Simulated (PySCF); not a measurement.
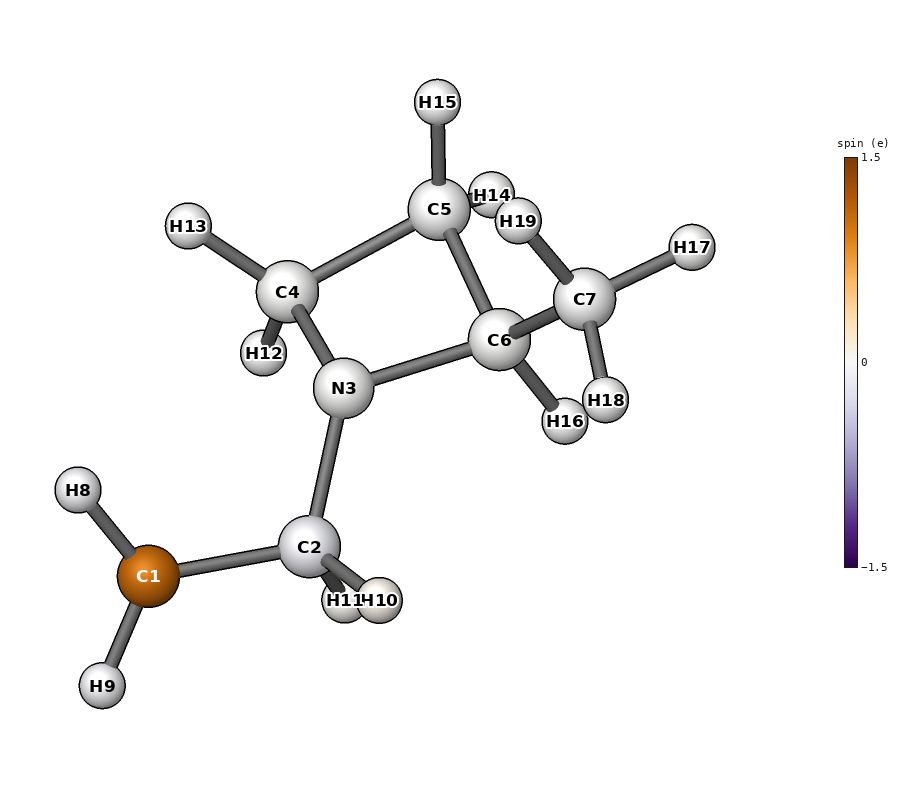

Atoms are coloured by their Mulliken spin populations. State: neutral, doublet. Computed geometry: GFN2-xTB optimisation. No frequency run is at hand to confirm it as a minimum. Properties computed with UKS B3LYP, pcH-1 on C H N, non-relativistic (PySCF 2.14.0).

List the Mulliken spin populations.

```json
{"atom": "C1", "value (e)": "1.08"}
{"atom": "C2", "value (e)": "−0.09"}
{"atom": "N3", "value (e)": "0.00"}
{"atom": "C4", "value (e)": "0.00"}
{"atom": "C5", "value (e)": "0.00"}
{"atom": "C6", "value (e)": "0.00"}
{"atom": "C7", "value (e)": "0.00"}
{"atom": "H8", "value (e)": "−0.05"}
{"atom": "H9", "value (e)": "−0.04"}
{"atom": "H10", "value (e)": "0.06"}
{"atom": "H11", "value (e)": "0.04"}
{"atom": "H12", "value (e)": "0.00"}
{"atom": "H13", "value (e)": "0.00"}
{"atom": "H14", "value (e)": "0.00"}
{"atom": "H15", "value (e)": "0.00"}
{"atom": "H16", "value (e)": "0.00"}
{"atom": "H17", "value (e)": "0.00"}
{"atom": "H18", "value (e)": "0.00"}
{"atom": "H19", "value (e)": "0.00"}
```

Mulliken values depend strongly on the basis set.
